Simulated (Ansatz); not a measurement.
**Geometry relaxation of CH₆O₂Si (part 2 of 2)**

Continued. System: CH₆O₂Si. Method: RHF/def2-SVP (Ansatz 0.2.0). The input holds or restrains some coordinates. It belongs to a series of runs on one base structure; here: pulled along the bonds that form and break, towards end B.

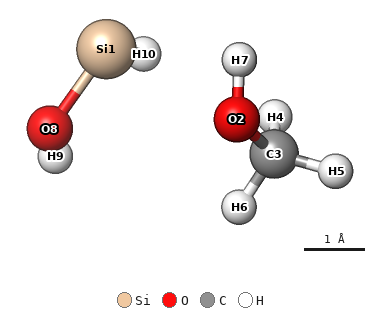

*The geometry at step 9 of the log (ball-and-stick view, seen at a tilt; atoms are numbered from 1 in the order of the input).*

## Trajectory as extended XYZ, continued
```
10
Properties=species:S:1:pos:R:3:forces:R:3 step=4 energy=-13050.22717
Si   -0.2921   -0.0177   -0.4850    8.5390   0.7416  -1.8863
O     1.3159    0.0028    1.6946    0.8190   0.0749  -0.5905
C    -0.0032   -0.3352    2.3634    1.4933   0.0886  -1.1234
H    -0.7553   -0.9692    1.8162    1.1323   0.4403   0.0077
H     0.2655   -0.9017    3.2667    0.0224   0.2072  -0.4737
H    -0.5739    0.5650    2.7009    1.0304  -0.3346  -0.6128
H     1.8419   -0.0174    0.7231   -4.3600  -0.5172   4.2158
O    -0.9249    1.4367   -0.5736   -1.9793   0.5044   0.4933
H    -1.7874    1.1907   -0.7918   -2.6412   1.2924  -0.4320
H    -0.8093   -1.2785   -0.4909   -4.0560  -2.4976   0.4020
10
Properties=species:S:1:pos:R:3:forces:R:3 step=5 energy=-13052.07582
Si   -0.2416   -0.0067   -0.6729    5.0022  -0.4605  -1.6049
O     1.3637    0.0065    1.7317   -1.5044   0.1583   2.1288
C     0.0207   -0.3357    2.3491    1.6445   0.1128  -0.6434
H    -0.7205   -0.9617    1.8038    1.0965   0.3436  -0.2984
H     0.2719   -0.8972    3.2548    0.0807   0.1504  -0.3147
H    -0.5422    0.5636    2.6789    0.9512  -0.1736  -0.6021
H     1.8516   -0.0286    0.8962   -2.1707  -0.6379   0.4814
O    -0.9547    1.4511   -0.5509   -3.2234  -1.2442  -0.1591
H    -1.8607    1.2076   -0.7970    0.1977   1.5225   0.5532
H    -0.9111   -1.3234   -0.4700   -2.0743   0.2286   0.4594
10
Properties=species:S:1:pos:R:3:forces:R:3 step=6 energy=-13053.16509
Si   -0.1028   -0.0202   -0.8089    0.0036   1.0182   0.0386
O     1.3234    0.0409    1.7950    0.5785   0.4462  -0.4768
C     0.0368   -0.3422    2.3648    1.2637   0.1227  -0.8714
H    -0.6493   -0.9588    1.7622    0.6714   0.2101  -0.1059
H     0.2723   -0.8973    3.2650   -0.0594  -0.0929   0.1565
H    -0.5017    0.5724    2.6406    0.3155  -0.1627  -0.1901
H     1.8684   -0.0814    0.9671   -2.7091  -0.5928   1.9725
O    -1.0445    1.4009   -0.5285    2.7907  -1.9096  -0.1000
H    -1.8988    1.2067   -0.7821   -2.6817   0.0227  -0.1865
H    -1.0266   -1.2455   -0.4515   -0.1732   0.9381  -0.2369
10
Properties=species:S:1:pos:R:3:forces:R:3 step=7 energy=-13053.59725
Si   -0.0621    0.0148   -0.7457   -0.6468   0.2451  -0.2171
O     1.3330    0.0635    1.8314    1.3453   0.5981  -0.8054
C     0.0718   -0.3393    2.3699    0.9644  -0.0832  -0.9699
H    -0.5509   -0.9816    1.7291    0.4084   0.1049   0.0777
H     0.2640   -0.8686    3.2959   -0.0792  -0.1197   0.1789
H    -0.4972    0.5715    2.5800    0.1524  -0.1734  -0.0251
H     1.8984   -0.1609    1.0372   -2.7122  -0.4113   2.1308
O    -1.0640    1.3596   -0.5667    0.0854  -1.1783  -0.6018
H    -1.9656    1.1356   -0.7746    0.0954   0.4208   0.4630
H    -1.1502   -1.1190   -0.5328    0.3868   0.5970  -0.2311
10
Properties=species:S:1:pos:R:3:forces:R:3 step=8 energy=-13054.01491
Si   -0.0502    0.0444   -0.8113   -0.4497  -0.0886  -0.2094
O     1.2705    0.1420    1.7921    1.2907   0.0513  -1.4777
C     0.0946   -0.3570    2.3881    0.2732  -0.1546  -0.5543
H    -0.4506   -1.1316    1.8155    0.4828   0.3058   0.1398
H     0.3325   -0.7636    3.3698   -0.1016  -0.0345   0.0822
H    -0.5726    0.5094    2.4937    0.1208  -0.3794   0.1365
H     1.8134   -0.2683    1.0691   -2.0234   0.0928   2.1211
O    -1.0365    1.3698   -0.6200   -0.0615  -0.4103  -0.4183
H    -1.9597    1.1714   -0.7070    0.0607   0.2942   0.3399
H    -1.1642   -1.0410   -0.5662    0.4080   0.3232  -0.1598
10
Properties=species:S:1:pos:R:3:forces:R:3 step=9 energy=-13054.24613
Si   -0.0253    0.0842   -0.9041   -0.0823  -0.2415  -0.4287
O     1.1808    0.2202    1.7277    1.4069  -1.7770  -2.1864
C     0.1135   -0.3638    2.4131   -0.1258   0.1863   0.3079
H    -0.3549   -1.2077    1.8943    0.2206   0.0809  -0.0167
H     0.4130   -0.6966    3.4162   -0.0876   0.0759  -0.1939
H    -0.6361    0.4301    2.4993   -0.0081  -0.3084   0.2682
H     1.6872   -0.4048    1.1278   -1.4290   1.5854   2.1263
O    -1.0120    1.4009   -0.8011   -2.9196  -0.6063   0.7280
H    -1.9617    1.1820   -0.5652    2.7090   0.9101  -0.6707
H    -1.1273   -0.9690   -0.5844    0.3159   0.0947   0.0660
10
Properties=species:S:1:pos:R:3:forces:R:3 step=10 energy=-13054.51053
Si   -0.0067    0.1316   -1.0315   -0.2567   0.0060   0.1485
O     1.0633    0.2083    1.6488    0.7384  -1.0208  -1.5792
C     0.1139   -0.3891    2.4811    0.0344  -0.1533   0.1701
H    -0.3510   -1.2566    2.0101   -0.0257  -0.0230   0.0760
H     0.5492   -0.6974    3.4395   -0.0211   0.0392  -0.1417
H    -0.6666    0.3483    2.6778    0.1000  -0.0659   0.0228
H     1.5496   -0.4330    1.0884   -0.8275   1.0559   1.5420
O    -1.0222    1.4362   -0.9236   -1.5740  -0.4679   0.1129
H    -1.9544    1.2556   -0.7057    1.5692   0.4647  -0.2000
H    -0.9979   -0.9281   -0.4612    0.2631   0.1651  -0.1514
10
Properties=species:S:1:pos:R:3:forces:R:3 step=11 energy=-13054.58203
Si    0.0167    0.1575   -1.0661   -0.5915   0.2333  -0.0475
O     1.0022    0.2013    1.6280    0.3251  -0.4314  -1.0892
C     0.1123   -0.4098    2.5155    0.0511  -0.1006  -0.0076
H    -0.3640   -1.2820    2.0666   -0.0393  -0.0544   0.0948
H     0.6051   -0.7053    3.4455    0.0235  -0.0199  -0.0520
H    -0.6643    0.3158    2.7554    0.0432  -0.0202   0.0293
H     1.4915   -0.4270    1.0848   -0.3974   0.5021   1.0649
O    -1.0675    1.4289   -1.1163   -0.9923  -0.6857   0.9370
H    -1.9122    1.2950   -0.6512    1.3021   0.3401  -0.8551
H    -0.9426   -0.8988   -0.4387    0.2756   0.2366  -0.0747
10
Properties=species:S:1:pos:R:3:forces:R:3 step=12 energy=-13054.63345
Si    0.0427    0.2162   -1.1752   -0.2047   0.1007   0.2229
O     0.8851    0.1875    1.5665    0.4477  -0.8573  -0.9501
C     0.1047   -0.4251    2.5534   -0.1067   0.1846   0.1360
H    -0.4364   -1.3002    2.1843    0.0834   0.0374  -0.0482
H     0.7028   -0.7169    3.4241   -0.0105   0.0083  -0.1370
H    -0.6333    0.3105    2.8798    0.0903  -0.0988   0.0258
H     1.3611   -0.4697    1.0435   -0.3471   0.6833   1.0021
O    -1.0860    1.4283   -1.1583   -0.2833  -0.2045   0.1609
H    -1.9082    1.2900   -0.7001    0.3339   0.1341  -0.1884
H    -0.7551   -0.8450   -0.3943   -0.0030   0.0123  -0.2241
10
Properties=species:S:1:pos:R:3:forces:R:3 step=13 energy=-13054.64696
Si    0.0298    0.1451   -1.1731    0.1443   0.0452   0.0134
O     0.8248    0.2633    1.5754    0.6403  -0.9256  -1.0700
C     0.0950   -0.4005    2.5621   -0.0789  -0.1088  -0.0256
H    -0.4762   -1.2308    2.1433   -0.0523  -0.0460   0.0464
H     0.7452   -0.7859    3.3502   -0.0117   0.0388   0.0678
H    -0.6066    0.3084    2.9943    0.0365   0.0442   0.0685
H     1.3599   -0.3793    1.0880   -0.4265   0.8813   0.8983
O    -1.0459    1.3917   -1.1196   -0.0615  -0.0173  -0.0110
H    -1.8758    1.3586   -0.6716   -0.0352  -0.0803   0.0189
H    -0.7730   -0.9950   -0.5254   -0.1551   0.1684  -0.0068
10
Properties=species:S:1:pos:R:3:forces:R:3 step=14 energy=-13054.66189
Si    0.0486    0.1890   -1.1592   -0.2094   0.0955   0.0636
O     0.8495    0.2310    1.5929    0.5310  -0.8567  -1.0547
C     0.1094   -0.4175    2.5846   -0.0076  -0.0483  -0.0027
H    -0.4631   -1.2557    2.1825   -0.0231  -0.0107   0.0126
H     0.7508   -0.7835    3.3890    0.0163  -0.0013   0.0291
H    -0.5893    0.3035    3.0023    0.0124   0.0295   0.0240
H     1.3686   -0.4103    1.0873   -0.4365   0.7981   0.9736
O    -1.0741    1.4022   -1.1806    0.0548   0.0479   0.0208
H    -1.9141    1.3317   -0.7529    0.0518  -0.0716  -0.0498
H    -0.8091   -0.9149   -0.5221    0.0103   0.0176  -0.0165
```

This output came from the following input.

## The input
```yaml
crystal:
  periodic: [false, false, false]
  atoms:
    - { symbol: Si, position_ang: [0.0, 0.0, 0.0] }
    - { symbol: O, position_ang: [1.0382, 0.0, 1.5673] }
    - { symbol: C, position_ang: [-0.073, -0.3437, 2.3817] }
    - { symbol: H, position_ang: [-0.7757, -0.9775, 1.8015] }
    - { symbol: H, position_ang: [0.2798, -0.9037, 3.2728] }
    - { symbol: H, position_ang: [-0.593, 0.5809, 2.7085] }
    - { symbol: H, position_ang: [1.629, 0.0, 0.3193] }
    - { symbol: O, position_ang: [-0.7913, 1.3709, -0.5594] }
    - { symbol: H, position_ang: [-1.7491, 1.1401, -0.7818] }
    - { symbol: H, position_ang: [-0.6877, -1.1914, -0.4862] }
basis:
  gaussian: { orbitals: def2-SVP }
hamiltonian:
  xc: hf
relax:
  f_tol: 0.15
  max_steps: 25
  restrain:
    - { distance: [1, 6], at: 1.01, k: 30.0 }
    - { distance: [0, 1], at: 2.88, k: 30.0 }
    - { distance: [0, 6], at: 2.66, k: 30.0 }
```

Run as:
```bash
ansatz run input.yaml --threads 1 --pin off --max-ram 2048MiB --backend cpu --events-out ev --progress --plain --runs-dir out
```

## Key numbers

| quantity | value |
| --- | --- |
| outcome | converged under the restraints of the input |
| total energy | −13054.6619 eV |
| mean-field energy | −13054.6619 eV |
| largest force (length of the vector) at the end, held atoms and coordinates included | 1.459 eV/Å |
| hardware | 1 thread of Arm Neoverse V2, 24 GiB of memory available, shared host |
| wall time | 20 s |
| peak memory | 0.16 GiB |
